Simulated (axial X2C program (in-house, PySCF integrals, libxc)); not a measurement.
# ClAl⁺: from the state search to constants

What are the state, bond length, wavenumber and bond energy of ClAl⁺, and what does spin–orbit coupling change?

Computed with an in-house X2C program for linear molecules on PySCF integrals. Level: all-electron X2C, Cl dyall-av3z, Al dyall-v3z.

All values are calculated.

## (1) Input

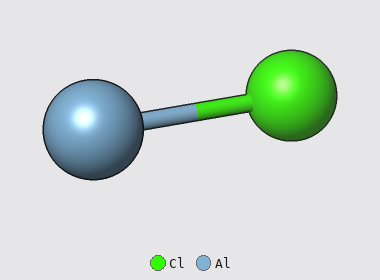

The two atoms at 2.250 Å (chlorine green, aluminium light blue).

task.json reads:

```json
{"zs": [17, 13], "q": 1, "bas": ["dyall-av3z", "dyall-v3z"], "levels": ["PBE0", "HF", "B97-3"], "cc": true, "r0": 2.25, "thr": -2.0, "nmax": 90, "npts": 10, "nst": 2, "ntry": 6}
```

Keys: zs atomic numbers; q charge; bas basis sets; levels methods (HF also brings MP2); cc coupled cluster on or off; r0 starting distance in Å; thr threshold in hartree for freezing inner shells (an s shell follows its p shell); nmax most natural virtual spinors; npts points asked for on the curve; nst determinants followed; ntry starts of the search.

Launch:

```console
$ python so2c.py task.json out
```

Spin-free means the one-electron spin-free X2C Hamiltonian; two-component (2c) means X2C with spin–orbit coupling and atomic mean-field two-electron Coulomb and Gaunt terms. Basis: Cl dyall-av3z contracted to [9s8p3d2f], Al dyall-v3z contracted to [8s8p2d1f]; Gaussian nuclei, density fitting. Masses: Cl 34.969 u, Al 26.982 u.

Notation: σ, π±, δ± give the projection m of an orbital's angular momentum (0, ±1, ±2), α and β its spin, Λ and M_S the sums; ω is the projection of a spinor's total angular momentum and Ω the sum. Logs are in hartree.

The results follow Hamiltonian by Hamiltonian and level by level.

## (2) Which state to follow

PBE0 moves the distance from 2.250 Å to 2.039 Å and compares determinants there.

Spin-free determinants:

| ΔE (eV) | state | open shells |
| --- | --- | --- |
| 0.00 | M_S = 1/2, Λ = 0 | beyond closed shells: σα |
| 3.28 | M_S = 1/2, Λ = 1 | beyond closed shells: π+α, π+β, π-α |
| 4.57 | M_S = 1/2, Λ = 1 | beyond closed shells: π+α |
| 6.03 | M_S = 3/2, Λ = 2 | beyond closed shells: σα, 2 × π+α, π+β, π-α |
| 6.03 | M_S = 3/2, Λ = 0 | beyond closed shells: σα, π+α, π+β, 2 × π-α |
| 6.17 | M_S = 1/2, Λ = 2 | beyond closed shells: σα, 2 × π+α, π+β, π-β |

Two-component determinants:

```json
{"ΔE (eV)": "0.00", "state": "Ω = 1/2", "open shells": "excess of +ω over −ω: ω = 1/2"}
{"ΔE (eV)": "3.25", "state": "Ω = 3/2", "open shells": "excess of +ω over −ω: ω = 3/2"}
{"ΔE (eV)": "4.58", "state": "Ω = 3/2", "open shells": "excess of +ω over −ω: ω = 3/2"}
{"ΔE (eV)": "6.00", "state": "Ω = 7/2", "open shells": "excess of +ω over −ω: ω = 1/2, 2 × ω = 3/2"}
{"ΔE (eV)": "6.22", "state": "Ω = 5/2", "open shells": "excess of +ω over −ω: 2 × ω = 1/2, ω = 3/2"}
```

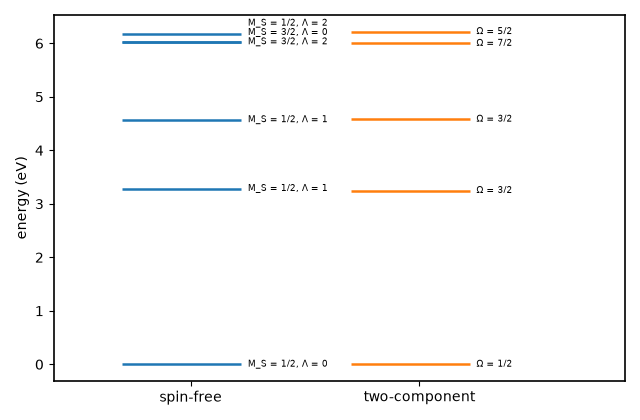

The determinants found, each set from its own lowest.

## (3) PBE0, spin-free

State followed: M_S = 1/2, Λ = 0 (beyond closed shells: σα). The scan is laid around 2.039 Å, a first estimate of the minimum, and this SCF restarts from the orbitals of the search.

The SCF at the reference distance of 2.039 Å:

```text
spin-free X2C-1e  PBE0
basis functions 111  fitting functions 616  grid points 4359
iter        total energy     max residual
   1       -703.982846498     4.99e-05
   2       -703.982846515     3.09e-05
   3       -703.982846532     9.73e-06
   4       -703.982846532     6.23e-06
converged
one-electron -1081.51182130  Coulomb 366.77461558  exact exchange -11.41686642  xc functional -35.18442108  nuclear repulsion 57.35564670
```

Along the bond, energies from the lowest point:

```
R (Å)  E (eV)  μ (D)  HOMO (eV)  LUMO (eV)  iterations
1.774  1.0138   4.29     -14.43     -10.65          24
1.855  0.4119   4.71     -14.55     -10.83          24
1.917  0.1583   5.02     -14.64     -10.96          21
1.978  0.0311   5.33     -14.71     -11.09          19
2.039  0.0000   5.63     -14.78     -11.22           4
2.110  0.0532   5.97     -14.85     -11.36          20
2.182  0.1735   6.28     -14.90     -11.49          19
2.273  0.3898   6.64     -14.96     -11.62          19
2.386  0.6959   6.98     -14.77     -11.75          20
2.549  1.1310   7.26     -14.53     -11.83          21
```

Dipoles are positive if Al is the positive end and refer to the centre of mass.

Outer orbitals at the reference distance:

```tsv
symmetry	occupied	ε (eV)	atomic character
σα	yes	-29.52	77% Cl s, 9% Al p, 7% Al d
σβ	yes	-29.23	77% Cl s, 9% Al p, 7% Al d
σα	yes	-18.58	65% Cl p, 26% Al s, 5% Cl s
σβ	yes	-17.88	69% Cl p, 19% Al s, 5% Cl s
π-α	yes	-15.81	86% Cl p, 7% Al p, 5% Al d
π+α	yes	-15.81	86% Cl p, 7% Al p, 5% Al d
π-β	yes	-15.75	86% Cl p, 6% Al p, 5% Al d
π+β	yes	-15.75	86% Cl p, 6% Al p, 5% Al d
σα	yes	-14.78	40% Al s, 32% Al p, 21% Cl p
σβ	no	-11.22	49% Al s, 24% Al p, 17% Cl p
π+α	no	-8.31	77% Al p, 9% Cl d, 7% Cl p
π-α	no	-8.31	77% Al p, 9% Cl d, 7% Cl p
π-β	no	-7.24	76% Al p, 12% Cl d, 8% Cl p
```

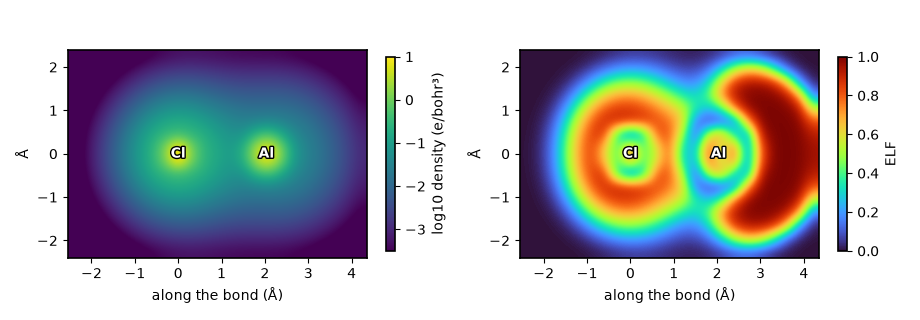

PBE0 fields in a plane through the axis, from a grid of 0.3 Å; Cl lies at z = 0 and Al at z = 2.039 Å; the ELF is damped to zero where the density is low.

Re = 2.032 Å, ωe = 594 cm⁻¹, ωexe = 3.14 cm⁻¹, Be = 0.2681 cm⁻¹, De = 2.05 eV, μ = 5.60 D.

## (4) HF, spin-free

The SCF at the reference distance of 2.039 Å:

```text
spin-free X2C-1e  HF
basis functions 111  fitting functions 616  grid points 4359
iter        total energy     max residual
   1       -703.049024717     1.26e-01
   2       -703.063068485     7.60e-03
   3       -703.063843666     4.11e-03
   4       -703.063970316     1.88e-03
   5       -703.063995942     5.23e-04
   6       -703.064001622     3.52e-04
   7       -703.064003131     1.35e-04
   8       -703.064003368     3.93e-05
   9       -703.064003400     1.60e-05
  10       -703.064003405     5.46e-06
  11       -703.064003406     2.76e-06
converged
one-electron -1081.36423287  Coulomb 366.67752540  exact exchange -45.73294263  xc functional 0.00000000  nuclear repulsion 57.35564670
```

Re = 2.019 Å, ωe = 629 cm⁻¹, ωexe = 2.79 cm⁻¹, Be = 0.2715 cm⁻¹, De = 1.35 eV, μ = 6.06 D.

## (5) B97-3, spin-free

Output at 2.039 Å:

```text
spin-free X2C-1e  B97-3
basis functions 111  fitting functions 616  grid points 4359
iter        total energy     max residual
   1       -704.166167326     1.31e-02
   2       -704.166597789     6.51e-03
   3       -704.166763812     1.45e-03
   4       -704.166777916     1.53e-03
   5       -704.166791432     2.47e-04
   6       -704.166791680     7.90e-05
   7       -704.166791742     2.12e-05
   8       -704.166791746     7.23e-06
converged
one-electron -1081.54183857  Coulomb 366.80912891  exact exchange -12.29868404  xc functional -34.49104474  nuclear repulsion 57.35564670
```

Re = 2.042 Å, ωe = 583 cm⁻¹, ωexe = 3.09 cm⁻¹, Be = 0.2654 cm⁻¹, De = 1.91 eV, μ = 5.56 D.

## (6) Correlated methods, spin-free

Correlated methods: 9 electrons correlated (frozen shells, counted by type: Cl 2 s, 1 p; Al 2 s, 1 p), 169 virtual spinors in MP2, 89 natural virtuals in coupled cluster.

Output of the correlated part at 2.039 Å:

```text
correlated 9  virtual 169  natural virtual 89  E(MP2) -0.220001257  MP2 remainder -0.002666352
iter   CCSD correlation   residual
   1     -0.229505935   8.42e-02
   2     -0.234434109   3.27e-02
   3     -0.235538916   1.38e-02
   4     -0.235539417   5.64e-03
   5     -0.235579827   1.72e-03
   6     -0.235582074   6.25e-04
   7     -0.235582913   2.34e-04
   8     -0.235584180   9.11e-05
   9     -0.235583138   3.18e-05
  10     -0.235583405   1.08e-05
  11     -0.235583395   3.21e-06
(T) -0.010834789  T1 0.0201  D1 0.0337  max T2 0.038
```

T1 in the output is the amplitude norm over the root of the electron number; divide by √2 for the Lee–Taylor value.

MP2: Re = 2.030 Å, ωe = 618 cm⁻¹, Be = 0.2685 cm⁻¹, De = 2.09 eV.

CCSD: Re = 2.034 Å, ωe = 602 cm⁻¹, ωexe = 3.21 cm⁻¹, Be = 0.2676 cm⁻¹, De = 1.66 eV. T1 at Re = 0.014 (Lee–Taylor, the printed value over √2).

CCSD(T): Re = 2.039 Å, ωe = 596 cm⁻¹, ωexe = 3.03 cm⁻¹, Be = 0.2664 cm⁻¹, De = 1.78 eV. T1 at Re = 0.014 (Lee–Taylor, the printed value over √2).

## (7) The spin-free curves together

Energy (eV) of the followed determinant, spin-free, from each level's lowest point:

```
R (Å)   PBE0     HF    MP2   CCSD  CCSD(T)  B97-3
1.774  1.014  0.988  1.053    n/a      n/a  1.073
1.855  0.412  0.382  0.428  0.431    0.449  0.451
1.917  0.158  0.133  0.164  0.168    0.180  0.184
1.978  0.031  0.016  0.031  0.034    0.040  0.044
2.039  0.000  0.000  0.000  0.000    0.000  0.000
2.110  0.053  0.076  0.060  0.053    0.046  0.040
2.182  0.174  0.223  0.196  0.175    0.162  0.148
2.273  0.390  0.473  0.450  0.394    0.377  0.351
2.386  0.696  0.802  0.848    n/a      n/a  0.645
2.549  1.131  1.163  1.449    n/a      n/a  1.065
```

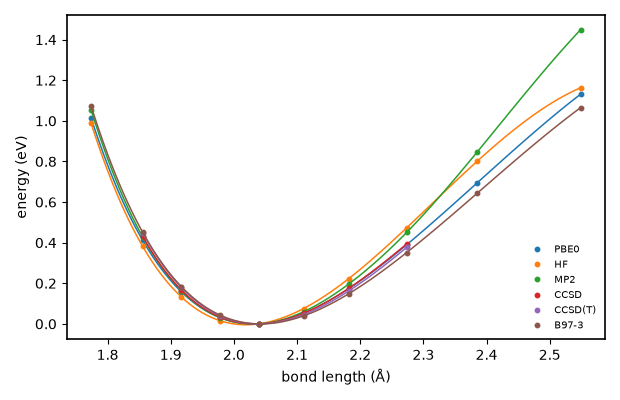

Curves of the followed state, spin-free, each from its own lowest point.

## (8) PBE0, 2c

State followed: Ω = 1/2 (excess of +ω over −ω: ω = 1/2). The scan is laid around 2.039 Å, a first estimate of the minimum, and this SCF restarts from the orbitals of the search.

Output at 2.039 Å:

```text
two-component X2C + atomic mean field  PBE0
basis functions 111  fitting functions 616  grid points 4359
iter        total energy     max residual
   1       -703.879781372     1.89e-05
   2       -703.879781375     7.23e-06
converged
one-electron -1081.23832668  Coulomb 366.69764363  exact exchange -11.41438615  xc functional -35.17671049  nuclear repulsion 57.35564670  atomic mean-field constant -0.10364839
```

Along the bond, energies from the lowest point:

```
R (Å)  E (eV)  μ (D)  HOMO (eV)  LUMO (eV)  iterations
1.774  1.0162   4.29     -14.42     -10.65          25
1.855  0.4134   4.70     -14.55     -10.83          24
1.917  0.1592   5.02     -14.63     -10.96          21
1.978  0.0316   5.33     -14.71     -11.09          20
2.039  0.0000   5.63     -14.78     -11.22           2
2.110  0.0527   5.96     -14.84     -11.36          21
2.182  0.1727   6.28     -14.90     -11.48          20
2.273  0.3884   6.63     -14.94     -11.62          23
2.386  0.6939   6.97     -14.73     -11.75          24
2.549  1.1277   7.25     -14.49     -11.83          21
```

Dipoles are positive if Al is the positive end and refer to the centre of mass.

Outer spinors at the reference distance:

```
   ω  occupied  ε (eV)              atomic character  λ mixture
 1/2       yes  -29.53    77% Cl s, 9% Al p, 7% Al d     100% σ
-1/2       yes  -29.24    77% Cl s, 9% Al p, 7% Al d     100% σ
 1/2       yes  -18.58   65% Cl p, 26% Al s, 5% Cl s     100% σ
-1/2       yes  -17.88   69% Cl p, 19% Al s, 5% Cl s     100% σ
-1/2       yes  -15.85    86% Cl p, 7% Al p, 5% Al d     100% π
 1/2       yes  -15.79    86% Cl p, 6% Al p, 5% Al d     100% π
 3/2       yes  -15.77    86% Cl p, 7% Al p, 5% Al d     100% π
-3/2       yes  -15.71    86% Cl p, 6% Al p, 5% Al d     100% π
 1/2       yes  -14.78  40% Al s, 32% Al p, 21% Cl p     100% σ
-1/2        no  -11.22  49% Al s, 24% Al p, 17% Cl p     100% σ
-1/2        no   -8.32    77% Al p, 9% Cl d, 7% Cl p     100% π
 3/2        no   -8.30    76% Al p, 9% Cl d, 7% Cl p     100% π
 1/2        no   -7.24   76% Al p, 12% Cl d, 8% Cl p     100% π
```

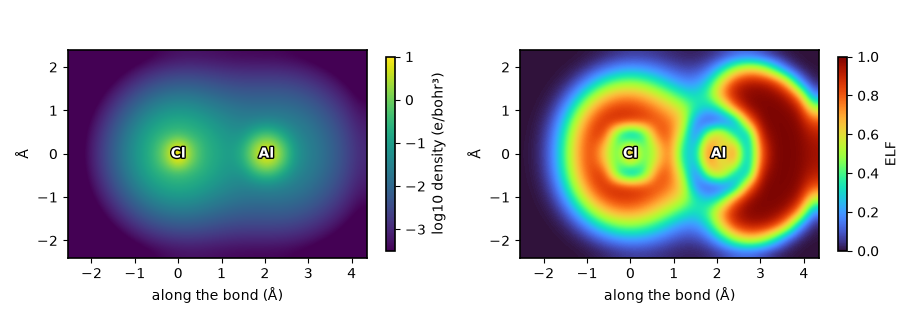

PBE0 fields in a plane through the axis, from a grid of 0.3 Å; Cl lies at z = 0 and Al at z = 2.039 Å; the ELF is damped to zero where the density is low.

Re = 2.032 Å, ωe = 594 cm⁻¹, ωexe = 3.14 cm⁻¹, Be = 0.268 cm⁻¹, De = 2.05 eV, μ = 5.59 D.

## (9) HF, 2c

The SCF at the reference distance of 2.039 Å:

```text
two-component X2C + atomic mean field  HF
basis functions 111  fitting functions 616  grid points 4359
iter        total energy     max residual
   1       -702.946229326     1.26e-01
   2       -702.960268404     7.57e-03
   3       -702.961043981     4.11e-03
   4       -702.961170780     1.88e-03
   5       -702.961196460     5.44e-04
   6       -702.961202157     3.53e-04
   7       -702.961203671     1.35e-04
   8       -702.961203909     3.92e-05
   9       -702.961203941     1.60e-05
  10       -702.961203946     5.49e-06
  11       -702.961203947     2.78e-06
converged
one-electron -1081.09104985  Coulomb 366.60087836  exact exchange -45.72303077  xc functional 0.00000000  nuclear repulsion 57.35564670  atomic mean-field constant -0.10364839
```

Re = 2.020 Å, ωe = 629 cm⁻¹, ωexe = 2.79 cm⁻¹, Be = 0.2714 cm⁻¹, De = 1.28 eV, μ = 6.06 D.

## (10) B97-3, 2c

Output at 2.039 Å:

```text
two-component X2C + atomic mean field  B97-3
basis functions 111  fitting functions 616  grid points 4359
iter        total energy     max residual
   1       -704.063127993     1.31e-02
   2       -704.063559341     6.45e-03
   3       -704.063723512     1.51e-03
   4       -704.063737514     1.52e-03
   5       -704.063750928     2.44e-04
   6       -704.063751176     7.89e-05
   7       -704.063751239     2.12e-05
   8       -704.063751242     7.08e-06
converged
one-electron -1081.26866714  Coulomb 366.73249951  exact exchange -12.29601824  xc functional -34.48356369  nuclear repulsion 57.35564670  atomic mean-field constant -0.10364839
```

Re = 2.042 Å, ωe = 583 cm⁻¹, ωexe = 3.1 cm⁻¹, Be = 0.2653 cm⁻¹, De = 1.88 eV, μ = 5.56 D.

## (11) Correlated methods, 2c

Correlated methods: 9 electrons correlated (frozen shells, counted by type: Cl 2 s, 1 p; Al 2 s, 1 p), 169 virtual spinors in MP2, 90 natural virtuals in coupled cluster.

Output of the correlated part at 2.039 Å:

```text
correlated 9  virtual 169  natural virtual 90  E(MP2) -0.220014278  MP2 remainder -0.002585791
iter   CCSD correlation   residual
   1     -0.229582784   8.42e-02
   2     -0.234510950   3.27e-02
   3     -0.235615739   1.38e-02
   4     -0.235616259   5.64e-03
   5     -0.235656570   1.73e-03
   6     -0.235658942   6.28e-04
   7     -0.235659760   2.36e-04
   8     -0.235661046   9.22e-05
   9     -0.235659991   3.27e-05
  10     -0.235660259   1.15e-05
  11     -0.235660247   3.96e-06
(T) -0.010851651  T1 0.0201  D1 0.0337  max T2 0.038
```

MP2: Re = 2.031 Å, ωe = 618 cm⁻¹, Be = 0.2684 cm⁻¹, De = 2.06 eV.

CCSD: Re = 2.034 Å, ωe = 602 cm⁻¹, ωexe = 3.22 cm⁻¹, Be = 0.2676 cm⁻¹, De = 1.62 eV. T1 at Re = 0.014 (Lee–Taylor, the printed value over √2).

CCSD(T): Re = 2.039 Å, ωe = 596 cm⁻¹, ωexe = 3.04 cm⁻¹, Be = 0.2663 cm⁻¹, De = 1.75 eV. T1 at Re = 0.014 (Lee–Taylor, the printed value over √2).

## (12) The 2c curves together

Energy (eV) of the followed determinant, 2c, from each level's lowest point:

```
R (Å)   PBE0     HF    MP2   CCSD  CCSD(T)  B97-3
1.774  1.016  0.991  1.056    n/a      n/a  1.075
1.855  0.413  0.384  0.430  0.432    0.450  0.453
1.917  0.159  0.134  0.165  0.168    0.180  0.185
1.978  0.032  0.017  0.032  0.035    0.041  0.044
2.039  0.000  0.000  0.000  0.000    0.000  0.000
2.110  0.053  0.075  0.060  0.052    0.045  0.039
2.182  0.173  0.222  0.195  0.174    0.161  0.147
2.273  0.388  0.472  0.449  0.393    0.376  0.350
2.386  0.694  0.800  0.847    n/a      n/a  0.642
2.549  1.128  1.158  1.448    n/a      n/a  1.061
```

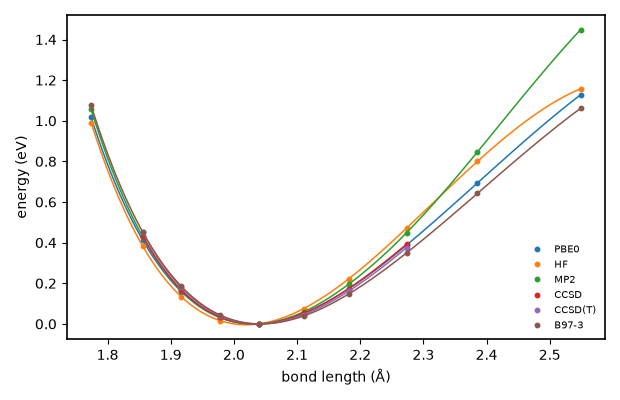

Curves of the followed state, 2c, each from its own lowest point.

Time for the job: 88 s (1 thread of Intel Xeon at 2.60GHz (Ice Lake), shared host); peak memory 0.52 GiB.

## (13) Constants

Lowest determinant that the search found at its distance, spin-free: M_S = 1/2, Λ = 0 (beyond closed shells: σα).

Lowest determinant that the search found at its distance, 2c: Ω = 1/2 (excess of +ω over −ω: ω = 1/2).

```csv
Hamiltonian,level,Re (Å),ωe (cm⁻¹),De (eV),μ (D)
spin-free,PBE0,2.032,594,2.05,5.60
spin-free,HF,2.019,629,1.35,6.06
spin-free,MP2,2.030,618,2.09,n/a
spin-free,CCSD,2.034,602,1.66,n/a
spin-free,CCSD(T),2.039,596,1.78,n/a
spin-free,B97-3,2.042,583,1.91,5.56
2c,PBE0,2.032,594,2.05,5.59
2c,HF,2.020,629,1.28,6.06
2c,MP2,2.031,618,2.06,n/a
2c,CCSD,2.034,602,1.62,n/a
2c,CCSD(T),2.039,596,1.75,n/a
2c,B97-3,2.042,583,1.88,5.56
```

Dipoles are positive if Al is the positive end and refer to the centre of mass.

Time per point (s) on 1 thread of Intel Xeon at 2.60GHz (Ice Lake), shared host (2c runs; CCSD comes with the CCSD(T) run); the times are rough: PBE0 0.5, HF 0.24, MP2 0.29, CCSD(T) 3.3, B97-3 0.54.

In words: At CCSD(T), going from spin-free to two-component changes Re by 0 mÅ, ωe by 0.0 %, which is small (part of it comes from the scalar share of the two-electron terms). De moves by -0.04 eV; both De rest on single-determinant atoms, which can miss part of an open shell's spin–orbit lowering.

De refers to Cl + Al+, each in the lowest determinant found, which need not be this curve's own limit. Each curve is one determinant whose occupation by symmetry is held fixed; it was picked as the lowest of a PBE0 search that is not exhaustive. De is counted from the lowest determinant-based energies of the atoms at the same level, without counterpoise correction. Density functionals use the spin component along the axis (collinear). CCSD and (T) use frozen natural virtuals with an MP2 correction for the truncation.
